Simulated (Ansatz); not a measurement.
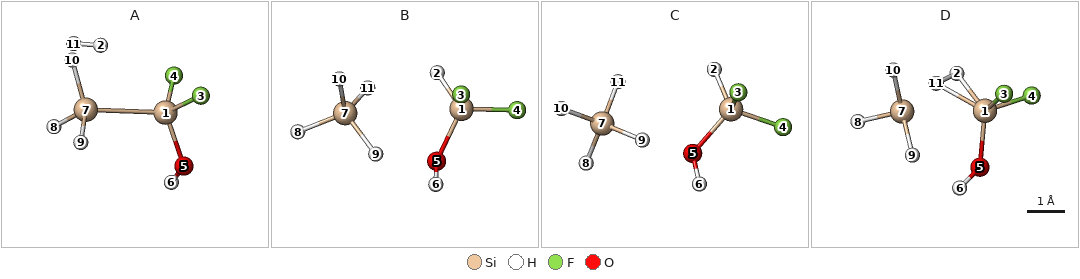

4 geometries from a converged minimum-energy path of Si2H6OF2, made up at the start of SiH2OF2 and SiH₄, shuffled. Style: ball-and-stick. Shown at a tilt.

Theory: RKS BHLYP-D4/def2-SVP in Ansatz. Settings: 7 movable images; climbing image; force threshold 0.03 eV/Å; iteration limit 60; starting path through a guess of the saddle point.

**One of them is the converged climbing image. Which?**

D. In order along the path, whose images run from 0 to 8: C (image 0, 0.0 kJ/mol), B (image 2, +5.8 kJ/mol), D (image 4, +350.8 kJ/mol), A (image 7, +54.5 kJ/mol). Breaking: Si1–H2 (1.45 → 1.71 at the top → 3.36 Å), Si7–H11 (1.48 → 1.99 at the top → 3.52 Å). Forming: H2–H11 (3.17 → 1.01 at the top → 0.75 Å), Si1–Si7 (3.96 → 2.61 at the top → 2.32 Å).

Limits of the set-up: the start holds two separate molecules, 3.0 Å apart at their closest, whose relative position is a soft coordinate.

Cost: 9.8 min on 4 threads of Arm Neoverse V1 (shared host), peak memory 0.28 GiB.
